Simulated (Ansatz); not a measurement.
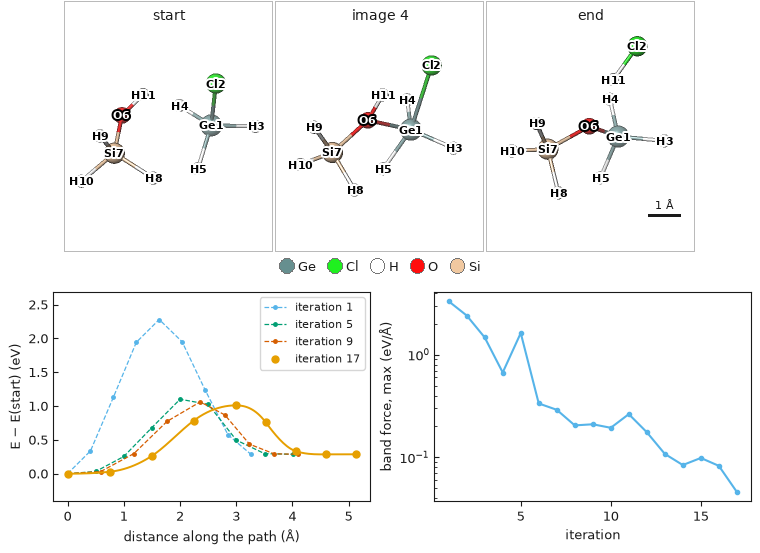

NEB run on GeSiH$_{7}$OCl, made up at the start of GeH$_{3}$Cl and SiH$_{4}$O. Images are numbered from 0 (start) to 8 (end). The plot follows the band through its iterations. The picture is a ball-and-stick view, seen from a free direction.

Computed with Ansatz, RKS B3LYP-D4/def2-SVP. Set-up: 7 movable images; climbing image; force threshold 0.05 eV/Å; iteration limit 60; starting path by straight interpolation.

### Judge this run.

The run is converged, with reservations. The band converged in 17 iterations. The largest component of the band force went from 3.3 to 0.046 eV/Å. The climbing image converged on the top of the path. Its curvatures weren't checked. The straight starting path can push atoms close together and costs iterations. The first iteration put the highest image at 2.28 eV. The highest point, image 4, lies 1.01 eV above the start and 0.72 eV above the end; the end is at +0.29 eV relative to the start.

Limits of the set-up: the start holds two separate molecules, 2.4 Å apart at their closest, whose relative position is a soft coordinate.

Cost: 3.5 min on 4 threads of Arm Neoverse V2, with other jobs on the host, peak memory 0.31 GiB.
